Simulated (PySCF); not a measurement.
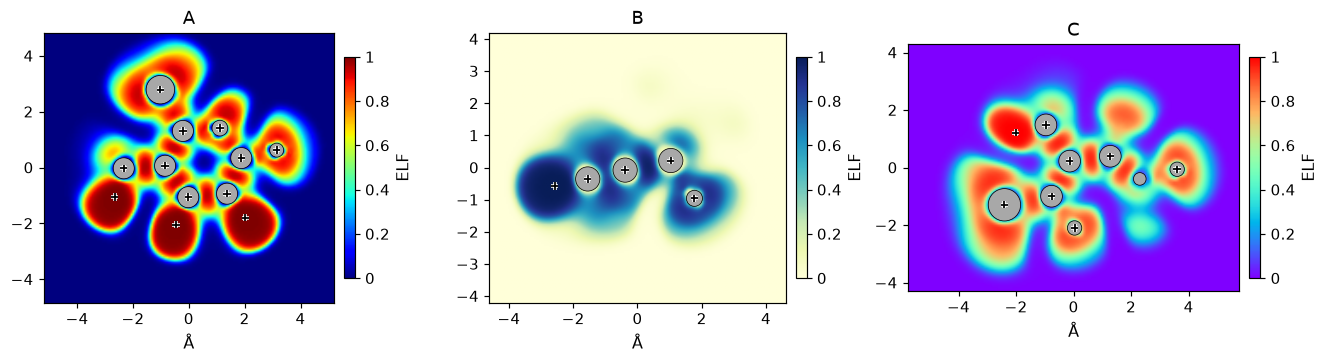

The electron localisation function of 3 systems, each on a plane through atoms (crosses mark nuclei in the plane; grey discs cover the cores).

The calculation used PBE0/def2-SVPD, SCF density, gas phase in PySCF 2.14.0.

System 1: C6H5ClFO (charge +1), the plane of atoms C4, C5 and F6. Geometry: GFN2-xTB.

```xyz
14

C     2.0049    0.1054    0.5450
C     0.5886    0.0172    0.1171
C    -0.4812    0.3356    0.9584
C    -1.8017    0.2400    0.5198
C    -1.9976   -0.1805   -0.7726
F    -3.1641   -0.3210   -1.3298
O    -1.0031   -0.4850   -1.5810
C     0.2599   -0.3996   -1.1799
Cl    1.3895   -0.8291   -2.3519
H     2.0829    0.4421    1.5739
H     2.4920   -0.8644    0.4523
H     2.5537    0.7950   -0.0951
H    -0.2820    0.6632    1.9692
H    -2.6424    0.4807    1.1523
```

System 2: C5H5FO, the plane of atoms C2, C3 and F4. Geometry: GFN2-xTB.

```xyz
12

C     2.3336    0.6225    0.5442
C     1.4229   -0.0438    0.1467
C     0.3208   -0.8747   -0.3019
F     0.3956   -2.1287    0.2877
C    -1.0486   -0.2943    0.0314
C    -1.2423    0.6955    1.0927
O    -1.2825    1.0447   -0.2622
H     3.1350    1.2169    0.8690
H     0.3998   -1.0440   -1.3870
H    -1.8623   -0.9795   -0.2002
H    -2.1901    0.7311    1.6167
H    -0.3807    1.0535    1.6432
```

System 3: C5H3F4S (charge −1), the plane of atoms C1, C2 and C8. Geometry: GFN2-xTB.

```yaml
atoms:
  - { symbol: C, position_ang: [1.1632, -0.8009, 1.0608] }
  - { symbol: C, position_ang: [0.3125, 0.1154, 0.2216] }
  - { symbol: C, position_ang: [-0.9096, -0.4300, -0.2687] }
  - { symbol: F, position_ang: [-1.3700, -1.5307, 0.4184] }
  - { symbol: C, position_ang: [-1.6912, -0.1083, -1.3151] }
  - { symbol: F, position_ang: [-2.8631, -0.7359, -1.5847] }
  - { symbol: F, position_ang: [-1.4538, 0.7982, -2.2707] }
  - { symbol: C, position_ang: [0.7126, 1.4126, 0.0192] }
  - { symbol: F, position_ang: [-0.1784, 2.2361, -0.6224] }
  - { symbol: S, position_ang: [2.1395, 2.1234, 0.5085] }
  - { symbol: H, position_ang: [1.4402, -1.6974, 0.5038] }
  - { symbol: H, position_ang: [2.0650, -0.2697, 1.3521] }
  - { symbol: H, position_ang: [0.6286, -1.1125, 1.9594] }
```

**Match each panel to its system.**

Panel A is system 1, C6H5ClFO: the plane holds C, F, O, Cl and H. C–F (1.30 Å): the ELF peaks at about 0.85 between the atoms; a polar covalent bond. Panel B is system 2, C5H5FO: the plane holds C, F and H. C–C (1.20 Å): the ELF peaks at about 0.80 between the atoms: a short, multiple covalent bond. Panel C is system 3, C5H3F4S: the plane holds C, F, S and H. C–C (1.37 Å): the ELF peaks at about 0.95 between the atoms; a covalent bond.
